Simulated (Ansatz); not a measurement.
FLiOSi

```yaml
atoms:
  - { symbol: F, position_ang: [-0.7236, -1.1878, -0.5105] }
  - { symbol: Li, position_ang: [0.7854, -0.5825, 0.3257] }
  - { symbol: O, position_ang: [0.3796, 1.0549, -0.2697] }
  - { symbol: Si, position_ang: [-0.9527, 0.5502, -1.0142] }
```

Geometry: PBE-D3(BJ)/def2-SVP.

The calculation used isolated molecule in a Gaussian basis; Kohn-Sham density functional theory, functional PBE0 (Ansatz 0.2.0).

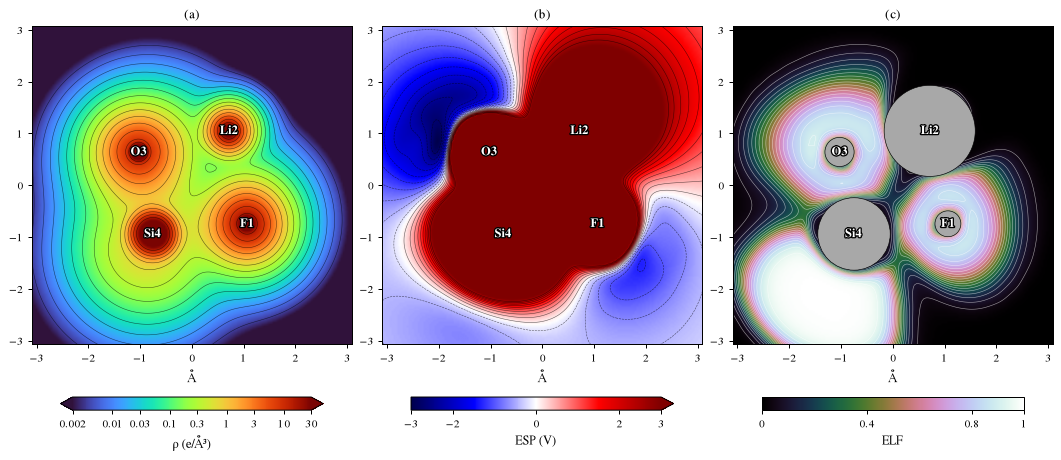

Figure 1. (a) total electron density; (b) electrostatic potential; (c) electron localisation function on the molecular plane. Grey discs cover the atomic cores in the ELF map.

**Interpret the plot.**

The plane passes through F, Li, O and Si nuclei.
Si–O (1.61 Å): ρ is about 1.3 e/Å³ halfway; the ELF peaks at about 0.85 between the atoms, as expected for a polar covalent bond.
Li–O (1.79 Å): ρ at the midpoint is about 0.57 e/Å³; the ELF peaks at about 0.85 in the valence shell of O, 0.6 Å from its nucleus, and falls to about 0.10 next to Li (a closed-shell, largely ionic contact).
Si–F (1.82 Å): the density is about 0.69 e/Å³ at the midpoint; the ELF peaks at about 0.85 in the valence shell of F, 0.6 Å from its nucleus, and is about 0.50 at the midpoint.
Li–F (1.83 Å): ρ at the midpoint is about 0.43 e/Å³; the ELF peaks at about 0.85 in the valence shell of F, 0.5 Å from its nucleus, and falls to about 0.05 next to Li (a largely ionic contact).
Li–Si (2.47 Å): ρ is about 0.32 e/Å³ halfway; the ELF is about 0.20 at the midpoint.
Outside the dense part of the molecule the potential is most negative (−2.8 V) near O3.

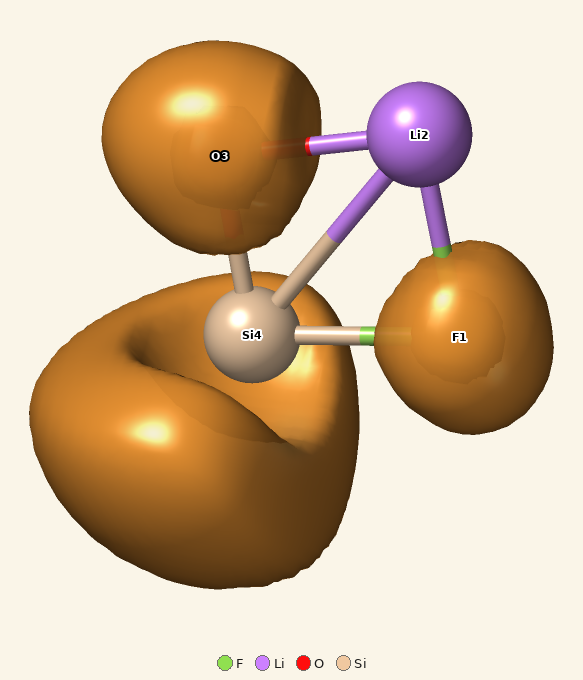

Figure 2. Isosurface of the electron localisation function at 0.75 (orange), seen at a tilt. Core shells and regions of very low density are left out.

**Identify the bonds, lone pairs and shells in this picture.**

The ELF exceeds this value in one lobe on Si, pointing away from the bonds (lone pairs), one region wrapped around F (its valence shell) and one region wrapped around O (its valence shell).

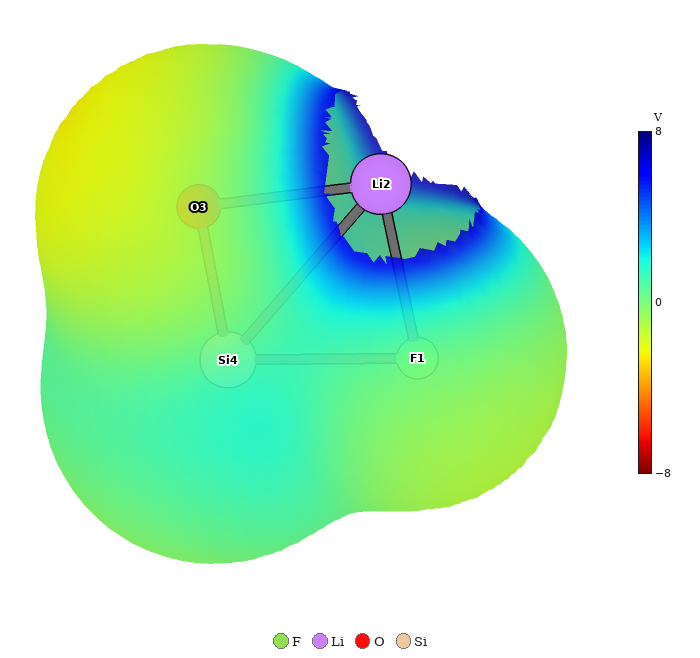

Figure 3. The molecular electrostatic potential painted on the density surface at 0.004 e/bohr³, seen at a tilt; red is negative and blue positive.

**Which sites attract a positive test charge, and which a negative one?**

A positive charge is drawn to the negative regions and a negative charge to the positive ones. The most negative region (about −2.4 V) lies over O3, the most positive (about +6.3 V) over Li2. O3 is the likeliest acceptor of a hydrogen bond.
